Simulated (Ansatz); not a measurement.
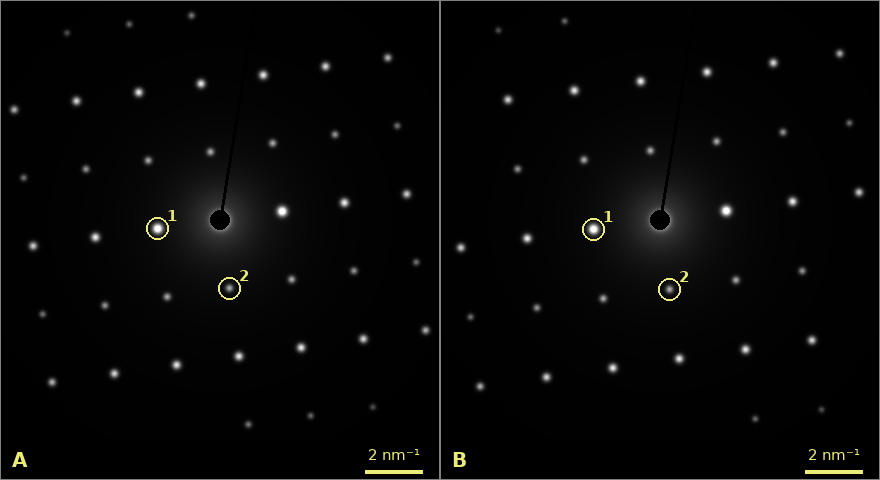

Kinematic electron diffraction patterns (120 kV, B = 0.5 Å², same scale) along [011] of the run's own cell, for the start and the end of one relaxation of CuH6Pt with DFT PBE, scalar-relativistic, plane waves, PAW (Ansatz 0.2.0). k mesh 12×12×12. The start is a generated model structure, and the relaxation ends in the nearest stationary point of its symmetry, not necessarily the ground state. Spot 1 is 0 -1 1 and spot 2 is 1 0 0 in both.

Start structure:

```
Cu H Pt
1.0
     4.23587    2.44558    1.61988
    -4.23587    2.44558    1.61988
     0.00000   -4.89116    1.61988
Cu H Pt
1 6 1
Direct
  0.50000 0.50000 0.50000
  0.31680 0.31680 0.06023
  0.06023 0.31680 0.31680
  0.31680 0.06023 0.31680
  0.93977 0.68320 0.68320
  0.68320 0.68320 0.93977
  0.68320 0.93977 0.68320
  0.00000 0.00000 0.00000
```

**Which pattern belongs to the start structure, and which to the relaxed one?**

B is the start: its cell gives d(1) = 4.236 Å, d(2) = 4.051 Å and an angle of 90.0°. A is the relaxed structure, with d(1) = 4.514 Å (+6.6 %), d(2) = 4.124 Å (+1.8 %) and 90.0°.

**What did the relaxation do to the structure and the energy?**

The volume changed by +13.4 % to 14.28 Å³ an atom; with the mean shift removed, the atoms moved by up to 0.08 Å relative to the cell (H most); the space group stayed R-3m (No. 166); the free energy fell by 1.2 meV an atom. Relaxed cell: a = 5.458 Å, b = 5.458 Å, c = 5.458 Å, α = 111.60°, β = 111.60°, γ = 111.60°.
